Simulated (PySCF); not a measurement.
# C2H6B2N, doublet, SMILES `[BH]N(B)C=C`: electronic structure

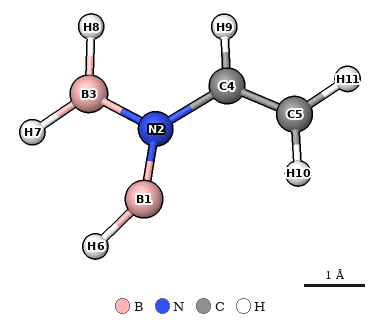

The molecule, with its atoms numbered as below. No frequency check shows the geometry to be a minimum.

Cartesian coordinates (Å):

```
B1       0.6697    1.4477    0.1432
N2       0.5186    0.0592   -0.0298
B3       1.6874   -0.7542   -0.0363
C4      -0.7430   -0.5586    0.0360
C5      -1.8991    0.0829   -0.0460
H6       1.6028    2.0634   -0.1782
H7       2.7271   -0.2614   -0.2404
H8       1.5927   -1.9020    0.1840
H9      -0.7128   -1.6368    0.1221
H10     -1.9393    1.1552   -0.1444
H11     -2.8336   -0.4461   -0.0091
```

### 1. Bonding charge

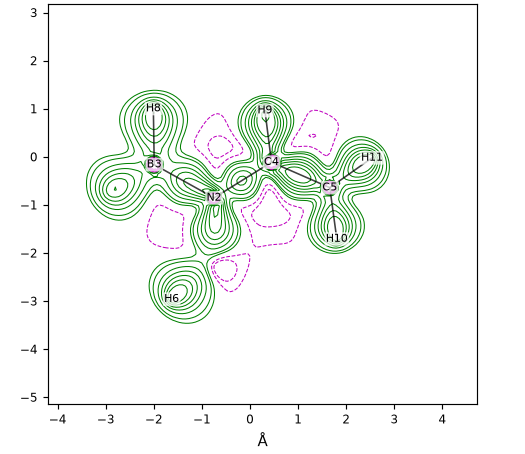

Deformation density (molecule less spherical, spin-averaged free atoms) in a plane through 9 of the atoms; contours at ±0.05 to ±0.8 e/Å³; solid green lines: gain, dashed magenta lines: loss.

Level of theory: BLYP/def2-SVP (PySCF), at a geometry from GFN2-xTB. The stability of the open-shell solution wasn't checked. GFN2-xTB doesn't know the spin state, so this open-shell geometry is rough.

Question: How much density has each bond in this plane gained at its critical point, relative to the free atoms?

Answer: C4–H9: +0.72 e/Å³ at the bond critical point (bond length 1.08 Å, Mayer order 1.0). C4–C5: +0.70 e/Å³ at the bond critical point (bond length 1.32 Å, Mayer order 1.9). C5–H10: +0.68 e/Å³ at the bond critical point (bond length 1.08 Å, Mayer order 0.9). C5–H11: +0.68 e/Å³ at the bond critical point (bond length 1.07 Å, Mayer order 0.9). B3–H8: +0.44 e/Å³ at the bond critical point (bond length 1.17 Å, Mayer order 1.0). N2–B3: +0.35 e/Å³ at the bond critical point (bond length 1.42 Å, Mayer order 1.3). N2–C4: +0.34 e/Å³ at the bond critical point (bond length 1.41 Å, Mayer order 1.1). In all, 2.5 electrons gather in the regions of gain relative to the promolecule.

### 2. Local ionisation energy

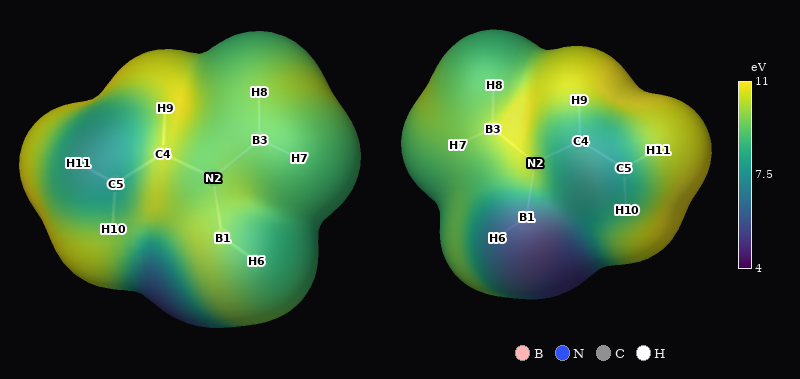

Average local ionisation energy on the surface of electron density 0.001 a.u. (back view left, front view right).

Question: Locate the minima of the map.

Answer: The lowest value is 4.9 eV, near B1 (2.24 Å) and H10 (2.35 Å). Further minima include 7.2 eV, over C5, off the plane of its three bonds (2.1 Å); 8.5 eV, 1.5 Å from H6; 8.8 eV, 1.4 Å from H8. For comparison, the highest occupied orbital lies at −4.3 eV.

Question: What volume does the surface enclose, and what is the dipole moment?

Answer: About 115 Å³; the dipole moment is 1.0 D.

### 3. Spin density

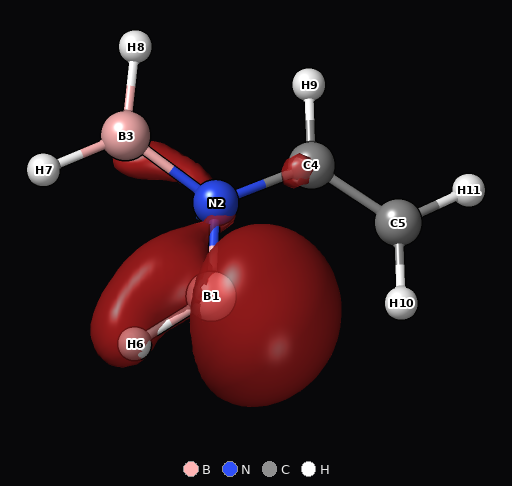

Spin density ρα − ρβ at ±0.03 e/Å³ (red: excess α, blue: excess β).

Question: How is the spin shared among the atoms?

Answer: Hirshfeld spin populations: B1 +0.77, H6 +0.07 and N2 +0.05. ⟨S²⟩ = 0.75, as for a pure state.

### 4. In an electric field

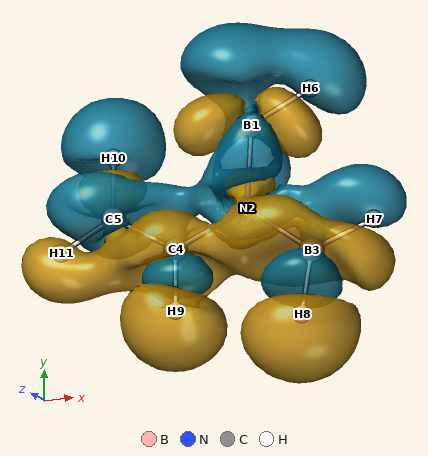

Change of the electron density in a uniform field of 0.10 V/Å, surfaces at ±0.0005 e/Å³ (yellow: gain, teal: loss).

Computed with PySCF, HF/6-31+G*, geometry: GFN2-xTB. The basis has diffuse s and p functions alone, which still leaves polarisabilities too small, most of all across bonds. The stability of the open-shell solution wasn't checked. GFN2-xTB doesn't know the spin state, so this open-shell geometry is rough.

Question: Along which Cartesian direction does the field point?

Answer: Along +y: electrons gather on the −y side, against the field.

Question: What dipole is induced, and what polarisability does it imply?

Answer: The induced dipole is 0.29 D (along the field); α along this axis, from the fields in both directions, is 57 bohr³ (8.4 Å³).

Question: Which atoms gain and lose the most charge?

Answer: Electrons gather most on H8 (Hirshfeld charge changes by −0.004 e) and leave B1 most (+0.005 e); 0.029 electrons are displaced in all.

The PySCF runs shown took 18 s and 5.2 s on 1 thread of Arm Neoverse V2 (shared host).
